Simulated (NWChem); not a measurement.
# MgNH3S (SMILES [NH2][Mg][SH]): levels of theory compared

We compute a comparison of 3 runs (PBE0/cc-pVDZ, PBE0/jun-cc-pV(D+d)Z, PBE0/aug-cc-pVDZ) of MgNH3S. 

The results are computed with NWChem 7.3.0.

3 further runs of the same task are left out: 3 that didn't finish.

## 1. The structure to begin with

MgNH3S: 6 atoms, total charge 0, spin state singlet. As SMILES, `[NH2][Mg][SH]`. The shape is that of a PBE0-D4/def2-TZVP optimisation.

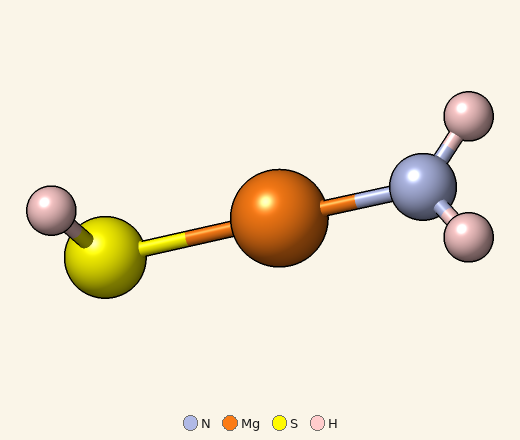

Viewed from a chosen angle; nitrogen light blue, magnesium orange, sulfur yellow, hydrogen pink.

## 2. The energy at PBE0/cc-pVDZ (run 1)

Contents of geom.xyz:

```xyz
6
H3MgNS
N     -1.031800     0.193600    -1.115500
Mg     0.046800    -0.000500     0.410900
S      1.337700    -0.230500     2.288600
H     -1.178500     1.042600    -1.640300
H     -1.568300    -0.532800    -1.565300
H      2.436200    -0.536400     1.575500
```

Contents of geom.nw:

```
start geom
title "H3MgNS"
memory total 2200 mb
geometry noautosym nocenter noautoz
   load geom.xyz
end
basis spherical bse
   * library cc-pVDZ
end
dft
   xc pbe0
   grid fine
   convergence energy 1e-08
   maxiter 100
   mulliken
   print low
end
task dft energy
```

Started as:

```sh
nwchem geom.nw > geom.out
```

What it wrote:

```text
[...]
 d= 0,ls=0.0,diis     1   -654.5077703235 -7.62D+02  1.61D-02  5.26D-01     3.3
[...]
 d= 0,ls=0.0,diis     8   -654.5769875796 -1.87D-10  4.16D-06  2.19D-07    17.9
         Total DFT energy =     -654.576987579586
      One electron energy =    -1121.805852785137
           Coulomb energy =      409.279830449986
    Exchange-Corr. energy =      -50.005550289065
 Nuclear repulsion energy =      107.954585044629
[...]
      Total Density - Mulliken Population Analysis
     ---------------------------------------------
    Atom       Charge   Shell Charges
 -----------   ------   -------------------------------------------------------
    1 N    7     7.48   2.01  0.72  0.72  2.40  1.62  0.01
    2 Mg  12    11.46   2.00  2.02  0.53  0.04  6.01  0.49  0.16  0.21
    3 S   16    16.34   2.00  2.03  0.91  0.88  6.01  2.35  2.13  0.03
    4 H    1     0.91   0.72  0.13  0.06
    5 H    1     0.91   0.72  0.13  0.06
    6 H    1     0.91   0.69  0.18  0.04
[...]
```

It took 19 s on 1 thread of AMD EPYC 7R43 (Zen 3), shared host; peak memory 0.11 GiB.

## 3. A single-point energy at PBE0/jun-cc-pV(D+d)Z (run 2)

Contents of mymol.xyz:

```xyz
6

N     -1.031800     0.193600    -1.115500
Mg     0.046800    -0.000500     0.410900
S      1.337700    -0.230500     2.288600
H     -1.178500     1.042600    -1.640300
H     -1.568300    -0.532800    -1.565300
H      2.436200    -0.536400     1.575500
```

Contents of mymol.nw:

```
start mymol
memory 2200 mb

geometry units angstroms noautosym nocenter noautoz
 load format xyz mymol.xyz
end

basis spherical bse
 * library "jun-cc-pV(D+d)Z"
end

dft
 xc pbe0
 grid fine
 convergence energy 1e-08
 iterations 100
 mulliken
 noprint "final vectors analysis"
end

task dft
```

Started as:

```sh
nwchem mymol.nw > mymol.out
```

What it wrote:

```text
[...]
          Wavefunction type:  closed shell.
          No. of atoms     :     6
          No. of electrons :    38
[...]
          Charge           :     0
          Spin multiplicity:     1
[...]
          AO basis - number of functions:    82
[...]
              XC Information
              --------------
                         PBE0 Method XC Functional
                     Hartree-Fock (Exact) Exchange  0.250
          PerdewBurkeErnzerhof Exchange Functional  0.750
            Perdew 1991 LDA Correlation Functional  1.000 local
           PerdewBurkeErnz. Correlation Functional  1.000 non-local
[...]
 d= 0,ls=0.0,diis     1   -654.5187471564 -7.62D+02  1.31D-02  5.38D-01     4.3
[...]
 d= 0,ls=0.0,diis     8   -654.5889776402  5.24D-09  3.88D-06  2.77D-07    23.6
         Total DFT energy =     -654.588977640153
      One electron energy =    -1121.498882176687
           Coulomb energy =      408.934891909241
    Exchange-Corr. energy =      -49.979572417337
 Nuclear repulsion energy =      107.954585044629
[...]
      Total Density - Mulliken Population Analysis
     ---------------------------------------------
    Atom       Charge   Shell Charges
 -----------   ------   -------------------------------------------------------
    1 N    7     7.80   2.01  0.72  0.73  0.05  2.40  1.57  0.30  0.01
    2 Mg  12    11.32   2.00  2.03  0.52  0.02  0.00  6.01  0.50  0.03 -0.00  0.21
    3 S   16    16.33   2.00  2.03  0.92  0.87  0.01  6.01  2.37  1.99  0.11  0.00  0.03
    4 H    1     0.82   0.72  0.05  0.06
    5 H    1     0.82   0.72  0.05  0.06
    6 H    1     0.91   0.69  0.18  0.04
[...]
```

It took 24 s on 1 thread of AMD EPYC 7R43 (Zen 3), shared host; peak memory 0.11 GiB.

## 4. A single-point energy at PBE0/aug-cc-pVDZ (run 3)

Contents of h3mgns.nw:

```
start h3mgns
title "H3MgNS PBE0"
memory stack 880 mb heap 220 mb global 1100 mb
geometry units angstrom noautosym nocenter noautoz
  N    -1.031800    0.193600   -1.115500
  Mg    0.046800   -0.000500    0.410900
  S     1.337700   -0.230500    2.288600
  H    -1.178500    1.042600   -1.640300
  H    -1.568300   -0.532800   -1.565300
  H     2.436200   -0.536400    1.575500
end
basis spherical bse
  * library aug-cc-pVDZ
end
dft
  xc pbe0
  mult 1
  grid fine
  convergence energy 1e-08
  iterations 100
  mulliken
  noprint "final vectors analysis"
end
task dft
```

Started as:

```sh
nwchem h3mgns.nw > h3mgns.out
```

What it wrote:

```text
[...]
          Wavefunction type:  closed shell.
          No. of atoms     :     6
          No. of electrons :    38
[...]
          Charge           :     0
          Spin multiplicity:     1
[...]
          AO basis - number of functions:   104
[...]
              XC Information
              --------------
                         PBE0 Method XC Functional
                     Hartree-Fock (Exact) Exchange  0.250
          PerdewBurkeErnzerhof Exchange Functional  0.750
            Perdew 1991 LDA Correlation Functional  1.000 local
           PerdewBurkeErnz. Correlation Functional  1.000 non-local
[...]
 d= 0,ls=0.0,diis     1   -654.5228862889 -7.62D+02  1.48D-02  5.55D-01     6.2
[...]
 d= 0,ls=0.0,diis     8   -654.5937098134  4.56D-09  2.85D-06  2.79D-07    35.7
         Total DFT energy =     -654.593709813409
      One electron energy =    -1121.519954948402
           Coulomb energy =      408.948328118273
    Exchange-Corr. energy =      -49.976668027909
 Nuclear repulsion energy =      107.954585044629
[...]
      Total Density - Mulliken Population Analysis
     ---------------------------------------------
    Atom       Charge   Shell Charges
 -----------   ------   -------------------------------------------------------
    1 N    7     7.45   2.01  0.73  0.67  0.12  2.41  1.39  0.15  0.01 -0.04
    2 Mg  12    10.99   2.00  2.02  0.50 -0.09  0.01  6.01  0.35  0.09 -0.00  0.17 -0.07
    3 S   16    16.40   2.00  2.04  0.90  0.91  0.04  6.01  2.37  1.97  0.12  0.03 -0.00
    4 H    1     1.12   0.76  0.24 -0.00  0.06  0.06
    5 H    1     1.12   0.76  0.24 -0.00  0.06  0.06
    6 H    1     0.92   0.69  0.16  0.01  0.03  0.03
[...]
```

It took 37 s on 1 thread of AMD EPYC 7R43 (Zen 3), shared host; peak memory 0.11 GiB.

## 5. All runs side by side

```csv
run,level,energy (Eh),wall time
1,PBE0/cc-pVDZ,-654.576988,19 s
2,PBE0/jun-cc-pV(D+d)Z,-654.588978,24 s
3,PBE0/aug-cc-pVDZ,-654.593710,37 s
```

## 6. Summary of results

| quantity | value |
| --- | --- |
| run 3: total energy | -654.59371 Eh |
| run 3: dipole moment | 1.78 D |

In words: Over the runs the total energy spans 0.455 eV. All runs together took 80 s, the longest 37 s.
